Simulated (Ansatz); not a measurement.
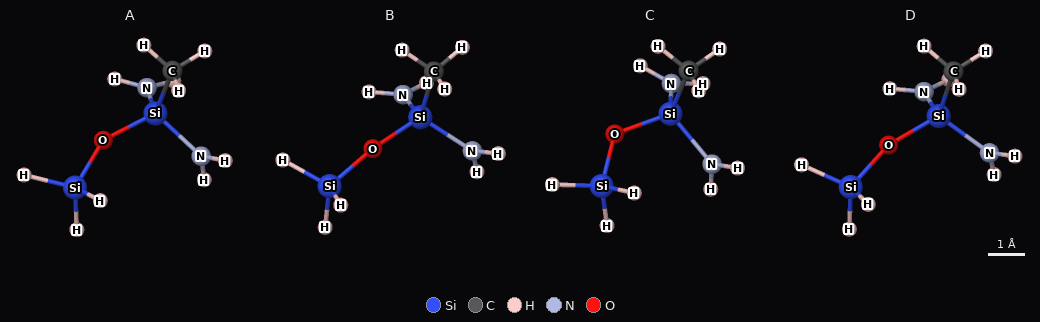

4 geometries from one relaxation of CH$_{10}$N$_{2}$OSi$_{2}$, in shuffled order. A ball-and-stick model, seen from a free direction.

The run prepares the start of a later molecular dynamics calculation, from a guessed geometry.

Theory: Ansatz 0.2.0, RHF/6-31G. (no spin polarisation; force threshold 0.02 eV/Å; at most 40 steps)

Q: Put them in the order of the run, from the start to the converged end.

A: C, A, D, B. They are steps 0, 3, 5, 11, at +103.3 kJ/mol, +8.94 kJ/mol, +3.99 kJ/mol relative to the last. Over 11 geometry steps the energy falls by 103.3 kJ/mol. The largest force component goes from 2.9 to 0.018 eV/Å. An H atom moves most after the best rigid fit: 1.02 Å. Largest moves by element: H 1.02 Å, O 0.70 Å, N 0.70 Å, Si 0.34 Å, C 0.16 Å. Near-neighbour distances that change, for instance: Si–Si 2.979 → 3.334 Å, N–Si 1.819 → 1.747 Å, H–N 1.060 → 0.993 Å, H–Si 1.460 → 1.492 Å. Among the angles between lasting bonds that change: Si–O–Si 125.0° → 173.0°, C–Si–N 109.5° → 116.6°, H–N–H 120.0° → 113.8°. Cost: 47 s on 1 thread of Arm Neoverse V1 (shared host), peak memory 0.19 GiB.

Limits of the set-up: the basis has no polarisation functions, which atoms past neon need; Hartree-Fock leaves out electron correlation.
